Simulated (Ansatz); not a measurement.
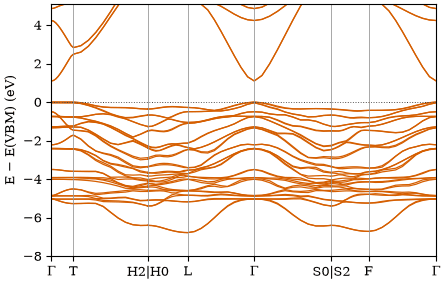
*Band structure from DFT-PBE with spin–orbit coupling in the program Ansatz with PAW potentials*

**Question.** Read off the gap and where the band edges lie.

**Answer.** About 1.1 eV (1.09 eV by a search for the band edges); maximum at Γ, minimum at Γ.

The material is ZnInGaO4 in space group R3m (No. 160; Pearson symbol hR7).

The cell was relaxed with PBE under the symmetry of its start.

Potentials: the earlier of the program's two PAW sets.
